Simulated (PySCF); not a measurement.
```yaml
atoms:
  - { symbol: N, position_ang: [1.4997, -1.0995, 0.5888] }
  - { symbol: B, position_ang: [0.9769, 0.0093, -0.1193] }
  - { symbol: N, position_ang: [1.7615, 1.1569, -0.3929] }
  - { symbol: C, position_ang: [-0.5251, -0.0203, -0.6165] }
  - { symbol: C, position_ang: [-1.5949, 0.7139, 0.1572] }
  - { symbol: C, position_ang: [-1.5965, -0.7821, 0.1154] }
  - { symbol: H, position_ang: [0.9656, -1.9483, 0.7013] }
  - { symbol: H, position_ang: [2.4411, -1.1579, 0.9501] }
  - { symbol: H, position_ang: [1.3631, 1.9795, -0.8203] }
  - { symbol: H, position_ang: [2.7294, 1.2655, -0.1259] }
  - { symbol: H, position_ang: [-0.6516, 0.0212, -1.7059] }
  - { symbol: H, position_ang: [-2.3732, 1.2459, -0.3979] }
  - { symbol: H, position_ang: [-1.3092, 1.2027, 1.0939] }
  - { symbol: H, position_ang: [-2.3785, -1.2793, -0.4656] }
  - { symbol: H, position_ang: [-1.3193, -1.3163, 1.0302] }
```

Geometry: PBE0-D3(BJ)/def2-SVP.

The calculation used CAM-B3LYP/def2-SVPD, SCF density, gas phase (PySCF).

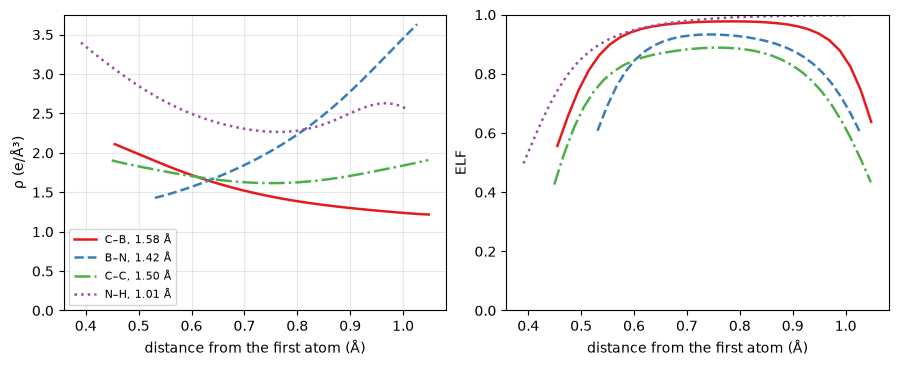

C$_{3}$H$_{9}$BN$_{2}$ (SMILES NB(N)C1CC1). Total electron density and electron localisation function along straight lines between neighbouring atoms. The curves leave out the atomic cores.

Question: What kind of bonding do the profiles show?

Answer: C–B (1.58 Å): ρ is about 1.4 e/Å³ halfway; the ELF peaks at about 1 between the atoms: a shared electron pair.
B–N (1.42 Å): ρ is about 1.9 e/Å³ halfway; the ELF peaks at about 0.95 between the atoms (a short, strongly polar bond).
C–C (1.50 Å): ρ is about 1.6 e/Å³ halfway; the ELF peaks at about 0.90 between the atoms: a shared electron pair.
N–H (1.01 Å): the density is about 2.8 e/Å³ at the midpoint; the ELF climbs to about 1 towards the hydrogen, as it does in any bond to H; a covalent bond by its length.
